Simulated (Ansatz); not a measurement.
## AlH2F3: nudged elastic band

System: AlH2F3.
Method: RKS B3LYP/def2-SVP (Ansatz 0.2.0).

It belongs to a series of runs on one base structure; here: band between the two ends. Figures and captions count atoms from 1; the log counts them from 0 in places.

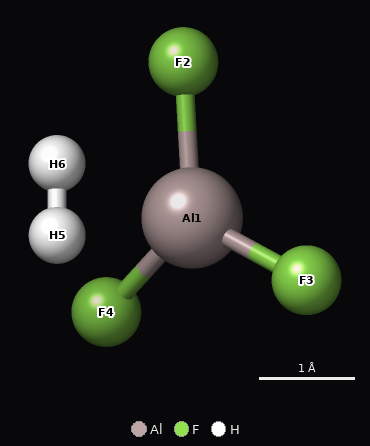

**Figure 1.** The input geometry (ball-and-stick view, seen at a tilt; atoms are numbered from 1 in the order of the input). Sticks mark near contacts. Bond lengths as drawn: Al–F 1.65 Å and H–H 0.77 Å.

**The input**
```yaml
crystal:
  periodic: [false, false, false]
  atoms:
    - { symbol: Al, position_ang: [0.00531, 0.09271, 0.168369] }
    - { symbol: F, position_ang: [-0.001481, 0.63014, 1.733085] }
    - { symbol: F, position_ang: [1.426661, 0.010972, -0.666784] }
    - { symbol: F, position_ang: [-1.417699, -0.063704, -0.653197] }
    - { symbol: H, position_ang: [0.064674, -2.030856, 0.593432] }
    - { symbol: H, position_ang: [0.058435, -1.722761, 1.296294] }
basis:
  gaussian: { orbitals: def2-SVP }
hamiltonian:
  xc: b3lyp
neb:
  order_check: false
  images: 7
  f_tol: 0.05
  max_iterations: 60
  final_atoms:
    - { symbol: Al, position_ang: [0.01879299, -0.52308104, -0.2347001] }
    - { symbol: F, position_ang: [0.01501427, -0.06741886, 1.74283924] }
    - { symbol: F, position_ang: [1.42228754, 0.25985763, -0.67066715] }
    - { symbol: F, position_ang: [-1.42601692, 0.18791075, -0.65857345] }
    - { symbol: H, position_ang: [0.05991688, -2.07100287, 0.06289594] }
    - { symbol: H, position_ang: [0.04590523, -0.8697646, 2.22940453] }
  initial_path:
    images:
      - { positions_ang: [[0.00531, 0.09271, 0.168369], [-0.001481, 0.63014, 1.733085], [1.426661, 0.010972, -0.666784], [-1.417699, -0.063704, -0.653197], [0.064674, -2.030856, 0.593432], [0.058435, -1.722761, 1.296294]] }
      - { positions_ang: [[0.00326852, 0.06692665, 0.12314741], [-0.00127908, 0.48257481, 1.80652905], [1.43492651, 0.00212363, -0.71483672], [-1.43008499, -0.0573024, -0.70377901], [0.06944526, -1.96275273, 0.59937018], [0.05962378, -1.61506895, 1.36076809]] }
      - { positions_ang: [[0.00122705, 0.0411433, 0.07792581], [-0.00107717, 0.33500962, 1.87997309], [1.44319202, -0.00672474, -0.76288943], [-1.44247098, -0.05090081, -0.75436103], [0.07421652, -1.89464946, 0.60530836], [0.06081256, -1.5073769, 1.42524219]] }
      - { positions_ang: [[-0.00081443, 0.01535994, 0.03270422], [-0.00087525, 0.18744443, 1.95341714], [1.45145753, -0.01557311, -0.81094215], [-1.45485697, -0.04449921, -0.80494304], [0.07898778, -1.82654619, 0.61124655], [0.06200134, -1.39968485, 1.48971628]] }
      - { positions_ang: [[-0.00285591, -0.01042341, -0.01251737], [-0.00067334, 0.03987923, 2.02686118], [1.45972304, -0.02442149, -0.85899486], [-1.46724296, -0.03809762, -0.85552505], [0.08375904, -1.75844292, 0.61718473], [0.06319013, -1.2919928, 1.55419038]] }
      - { positions_ang: [[0.00255632, -0.13858782, -0.06806305], [0.00324857, 0.01305471, 1.9558557], [1.45036416, 0.04664829, -0.81191293], [-1.45693645, 0.01840447, -0.80628715], [0.0777985, -1.83658291, 0.47861253], [0.0588689, -1.18643575, 1.72299392]] }
      - { positions_ang: [[0.00796854, -0.26675222, -0.12360874], [0.00717047, -0.01376982, 1.88485021], [1.44100529, 0.11771807, -0.76483101], [-1.44662994, 0.07490656, -0.75704925], [0.07183796, -1.9147229, 0.34004033], [0.05454768, -1.0808787, 1.89179745]] }
      - { positions_ang: [[0.01338077, -0.39491663, -0.17915442], [0.01109237, -0.04059434, 1.81384472], [1.43164642, 0.18878785, -0.71774908], [-1.43632343, 0.13140865, -0.70781135], [0.06587742, -1.99286288, 0.20146813], [0.05022646, -0.97532165, 2.06060099]] }
      - { positions_ang: [[0.01879299, -0.52308104, -0.2347001], [0.01501427, -0.06741886, 1.74283924], [1.42228754, 0.25985763, -0.67066715], [-1.42601692, 0.18791075, -0.65857345], [0.05991688, -2.07100287, 0.06289594], [0.04590523, -0.8697646, 2.22940453]] }
```

Launch command:
```bash
ansatz run input.yaml --threads 2 --pin off --max-ram 3072MiB --backend cpu --events-out ev --progress --plain --runs-dir out
```

**Output**
```
Engine: ansatz 0.2.0, x86_64-unknown-linux-gnu
Functional definition: B3LYP
  parameter a0 = 0.2
  parameter ax = 0.72
  parameter ac = 0.81
  exchange = (1 - a0 - ax)*slater_x + ax*b88_x + a0*exact_x
  correlation = (1 - ac)*vwn_rpa_c + ac*lyp_c
683 factors; integrals over basis functions are off by at most 3.7e-4 eV
mean field evaluation 1: about -14772.0242 eV, gradient 5.9e1 eV
mean field evaluation 2: about -14762.2377 eV, gradient 1.0e2 eV
mean field evaluation 4: about -14777.3937 eV, gradient 7.7e-1 eV
mean field evaluation 8: about -14777.4065 eV, gradient 2.4e-3 eV
mean field -14777.40652889 eV, -543.0596734508 hartree, gradient 6.4e-5 eV, S^2 0.000000; 0 other end points of the search recorded, 0 dependent functions left out
the calculation of the forces begins
reference -14777.40675093 eV, -543.0596816108 hartree; 21, 21 occupied and 49, 49 virtual orbitals, 683 factors
686 factors; integrals over basis functions are off by at most 1.2e-3 eV
mean field evaluation 16: about -14776.3056 eV, gradient 5.1e0 eV
mean field -14776.36460008 eV, -543.0213832732 hartree, gradient 8.3e-6 eV, S^2 0.000000; 0 other end points of the search recorded, 0 dependent functions left out
[... from here on the field's lines of each further geometry are left out, up to the last ...]
NEB iter   1: max|band force component| = 3.116e0 eV/Å  barrier→ = 1.9874 eV  barrier← = 0.9454 eV  Δτ_max = 0.2000 Å  (209 SCF iters)
NEB iter   2: max|band force component| = 2.437e0 eV/Å  barrier→ = 1.2680 eV  barrier← = 0.2261 eV  Δτ_max = 0.1993 Å  (208 SCF iters)
NEB iter   3: max|band force component| = 1.994e0 eV/Å  barrier→ = 1.4104 eV  barrier← = 0.3685 eV  Δτ_max = 0.1249 Å  (186 SCF iters)
NEB iter   4: max|band force component| = 1.439e0 eV/Å  barrier→ = 1.2756 eV  barrier← = 0.2337 eV  Δτ_max = 0.0492 Å  (183 SCF iters)
NEB iter   5: max|band force component| = 5.049e-1 eV/Å  barrier→ = 1.2097 eV  barrier← = 0.1678 eV  CI = image 5  Δτ_max = 0.0989 Å  (187 SCF iters)
NEB iter   6: max|band force component| = 3.682e-1 eV/Å  barrier→ = 1.2250 eV  barrier← = 0.1831 eV  CI = image 5  Δτ_max = 0.0273 Å  (180 SCF iters)
NEB iter   7: max|band force component| = 1.635e-1 eV/Å  barrier→ = 1.2252 eV  barrier← = 0.1833 eV  CI = image 5  Δτ_max = 0.0069 Å  (175 SCF iters)
NEB iter   8: max|band force component| = 6.805e-2 eV/Å  barrier→ = 1.2246 eV  barrier← = 0.1826 eV  CI = image 5  Δτ_max = 0.0076 Å  (144 SCF iters)
the calculation of the forces begins
reference -14776.34141216 eV, -543.0205311329 hartree; 21, 21 occupied and 49, 49 virtual orbitals, 685 factors
686 factors; integrals over basis functions are off by at most 1.7e-3 eV
mean field evaluation 608: about -14776.1823 eV, gradient 8.0e-4 eV
mean field -14776.18229703 eV, -543.0146837596 hartree, gradient 5.2e-6 eV, S^2 0.000000; 1 other end points of the search recorded, 0 dependent functions left out
the calculation of the forces begins
reference -14776.18252035 eV, -543.0146919668 hartree; 21, 21 occupied and 49, 49 virtual orbitals, 686 factors
NEB iter   9: max|band force component| = 3.489e-2 eV/Å  barrier→ = 1.2242 eV  barrier← = 0.1823 eV  CI = image 5  Δτ_max = 0.0000 Å  (311 SCF iters)
```

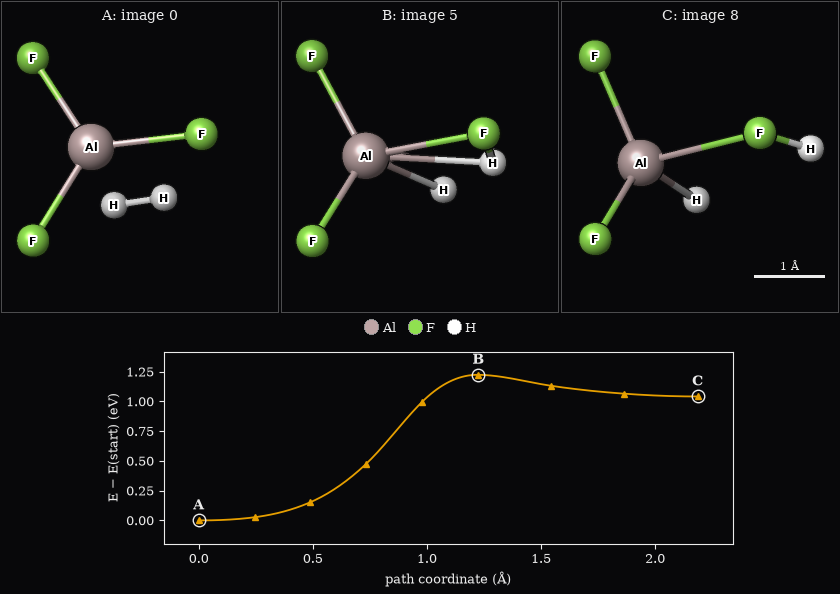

**Figure 2.** Images of the last band (counted from 0; ball-and-stick, seen at a tilt) above the energy along the path; the line is a cubic interpolation that uses the forces. The highest image is number 5, 1.224 eV above the start and 0.182 eV above the end (the climbing image); the end lies 1.042 eV above the start. The path is 2.19 Å long. The band converged in 9 iterations.

```
Total energy: -14776.18252035 eV, -543.0146919668 hartree
Atom 0 at     0.016362    -0.342089    -0.079013 Å, force     0.002807    -0.030514     0.021078 eV/Å
Atom 1 at     0.019144    -0.042773     1.779885 Å, force    -0.005015    -0.025052     0.019272 eV/Å
Atom 2 at     1.443017     0.168077    -0.743454 Å, force    -0.013162     0.010528    -0.015886 eV/Å
Atom 3 at    -1.441060     0.099476    -0.725633 Å, force     0.012882     0.010401    -0.016887 eV/Å
Atom 4 at     0.057455    -1.858767     0.638638 Å, force    -0.006702    -0.002488    -0.005697 eV/Å
Atom 5 at     0.040982    -1.107423     1.600776 Å, force     0.009190     0.037126    -0.001880 eV/Å
Dipole moment:     0.008742    -0.303607     0.347978 e Å
this run last wrote the band of iteration 9 to [file]
```

**The last band as extended XYZ (Å, eV, eV/Å)**
```
6
Properties=species:S:1:pos:R:3:forces:R:3 image=0 energy=-14777.40653
Al    0.0053    0.0927    0.1684    0.0000  -0.0041   0.0060
F    -0.0015    0.6301    1.7331    0.0001   0.0000  -0.0037
F     1.4267    0.0110   -0.6668   -0.0020   0.0012  -0.0004
F    -1.4177   -0.0637   -0.6532    0.0020   0.0012  -0.0005
H     0.0647   -2.0309    0.5934   -0.0001   0.0029   0.0086
H     0.0584   -1.7228    1.2963    0.0000  -0.0012  -0.0100
6
Properties=species:S:1:pos:R:3:forces:R:3 image=1 energy=-14777.37993
Al    0.0062    0.0551    0.1314   -0.0028   0.0827   0.0375
F     0.0030    0.4600    1.7403   -0.0041   0.1790   0.0072
F     1.4236    0.0613   -0.7144   -0.0036  -0.0384   0.0212
F    -1.4179   -0.0137   -0.7002    0.0060  -0.0384   0.0204
H     0.0646   -2.0220    0.6781    0.0012  -0.0618  -0.0597
H     0.0564   -1.6242    1.3359    0.0033  -0.1231  -0.0266
6
Properties=species:S:1:pos:R:3:forces:R:3 image=2 energy=-14777.25338
Al    0.0084   -0.0241    0.0959   -0.0105   0.3947   0.1511
F     0.0081    0.2980    1.7366   -0.0117   0.5074   0.0071
F     1.4263    0.0915   -0.7421   -0.0235  -0.1145   0.0188
F    -1.4228    0.0173   -0.7262    0.0288  -0.1132   0.0159
H     0.0628   -1.9634    0.7403    0.0058  -0.2506  -0.0671
H     0.0530   -1.5028    1.3666    0.0112  -0.4238  -0.1259
6
Properties=species:S:1:pos:R:3:forces:R:3 image=3 energy=-14776.92928
Al    0.0117   -0.1388    0.0487   -0.0226   0.8739   0.4799
F     0.0128    0.1617    1.7313   -0.0206   0.8924  -0.1347
F     1.4337    0.1133   -0.7530   -0.0408  -0.2092  -0.0173
F    -1.4309    0.0422   -0.7352    0.0512  -0.2069  -0.0215
H     0.0596   -1.8890    0.7695    0.0072  -0.2927   0.2869
H     0.0489   -1.3728    1.4099    0.0256  -1.0574  -0.5932
6
Properties=species:S:1:pos:R:3:forces:R:3 image=4 energy=-14776.40793
Al    0.0145   -0.2561   -0.0141   -0.0163   0.7380   0.5451
F     0.0173    0.0551    1.7453   -0.0160   0.6212  -0.2240
F     1.4396    0.1298   -0.7570   -0.0310  -0.1635  -0.0310
F    -1.4367    0.0630   -0.7377    0.0391  -0.1621  -0.0337
H     0.0567   -1.8492    0.7423   -0.0023   0.0478   0.6703
H     0.0445   -1.2261    1.4924    0.0265  -1.0815  -0.9267
6
Properties=species:S:1:pos:R:3:forces:R:3 image=5 energy=-14776.18230
Al    0.0164   -0.3421   -0.0790    0.0028  -0.0305   0.0211
F     0.0191   -0.0428    1.7799   -0.0050  -0.0251   0.0193
F     1.4430    0.1681   -0.7435   -0.0132   0.0105  -0.0159
F    -1.4411    0.0995   -0.7256    0.0129   0.0104  -0.0169
H     0.0575   -1.8588    0.6386   -0.0067  -0.0025  -0.0057
H     0.0410   -1.1074    1.6008    0.0092   0.0371  -0.0019
6
Properties=species:S:1:pos:R:3:forces:R:3 image=6 energy=-14776.27510
Al    0.0178   -0.4284   -0.1530    0.0007  -0.0895  -0.0668
F     0.0191   -0.0654    1.7987    0.0003  -0.0103   0.0118
F     1.4326    0.2166   -0.7317   -0.0049   0.0282   0.0015
F    -1.4337    0.1472   -0.7139    0.0044   0.0273   0.0004
H     0.0579   -1.9186    0.4587   -0.0006  -0.0478  -0.1434
H     0.0421   -1.0350    1.8125    0.0000   0.0920   0.1965
6
Properties=species:S:1:pos:R:3:forces:R:3 image=7 energy=-14776.34119
Al    0.0187   -0.4793   -0.1996    0.0007  -0.0235  -0.0234
F     0.0187   -0.0629    1.7732   -0.0002   0.0081  -0.0114
F     1.4247    0.2485   -0.7088   -0.0083   0.0060   0.0073
F    -1.4276    0.1772   -0.6927    0.0075   0.0066   0.0065
H     0.0592   -1.9953    0.2662    0.0003  -0.0327  -0.0773
H     0.0421   -0.9717    2.0329   -0.0001   0.0355   0.0983
6
Properties=species:S:1:pos:R:3:forces:R:3 image=8 energy=-14776.36460
Al    0.0188   -0.5231   -0.2347   -0.0004  -0.0088   0.0146
F     0.0150   -0.0674    1.7428    0.0022  -0.0099   0.0035
F     1.4223    0.2599   -0.6707   -0.0024   0.0041  -0.0056
F    -1.4260    0.1879   -0.6586    0.0015   0.0042  -0.0065
H     0.0599   -2.0710    0.0629    0.0005   0.0017  -0.0036
H     0.0459   -0.8698    2.2294   -0.0015   0.0087  -0.0024
```

**Results in brief**

| quantity | value |
| --- | --- |
| outcome | converged |
| barrier, forward | 1.224 eV |
| barrier, backward | 0.182 eV |
| hardware | 2 threads of Intel Xeon (Granite Rapids), 64 GiB of memory available, shared host |
| wall time | 38 s (CPU time 70 s) |
| peak memory | 0.14 GiB |

The order of the saddle point was not checked.
